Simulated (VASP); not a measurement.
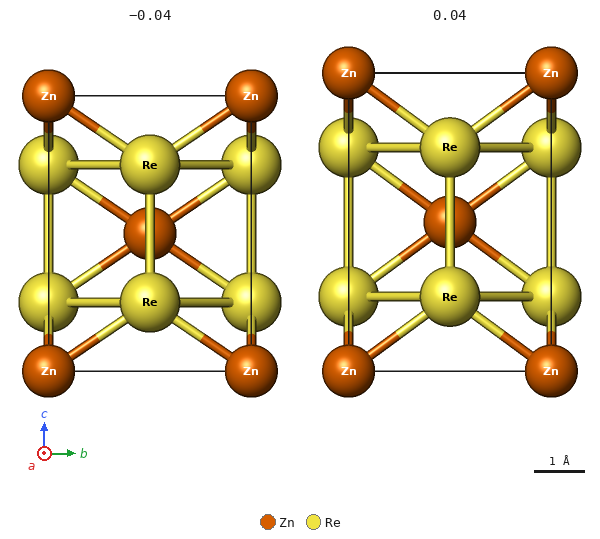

Solid ZnRe2 (a generated structure, set up in I4/mmm), held at several strains, with the atoms relaxed (per unit of the tabulated number the cell is strained by 1.0 along c). The picture shows the first and the last member. Style: ball-and-stick. Shown: the conventional cell (2 times the calculation's cell), along the a axis. Lengths and directions refer to the drawn axes.

Computed with VASP 6.6.1: PBE, VASP PAW PBE potentials, recommended. (plane-wave cutoff 520 eV; k-point mesh 8 × 8 × 8; occupations fermi-dirac; smearing width 0.05 eV; no spin polarisation)

```csv
strain,energy (meV/atom)
−0.04,3.82
−0.02,1.11
−0.01,0.45
0.0,0.00
0.01,?
0.02,0.15
0.04,3.20
```

Q: Fill in the missing row.

A: A parabola through three neighbouring rows (−0.01, 0.0, 0.02) gives, with Lagrange weights, (−0.3333)(0.45) + (1.0000)(0.00) + (0.3333)(0.15) = −0.10 meV/atom. The calculation gives −0.18 meV/atom. The estimate is 0.08 meV/atom too high. The miss is large: three rows don't fix the curve here, or the series isn't smooth. From the first member to the last: Re–Re 2.780 → 3.011 Å, Re–Zn 2.475 → 2.542 Å.

The whole series:

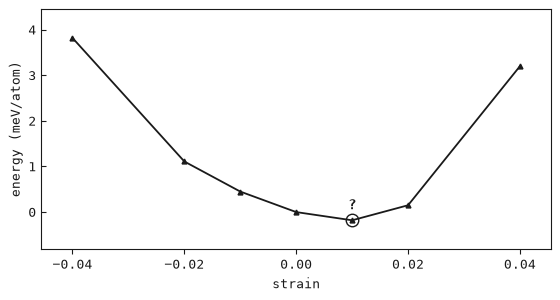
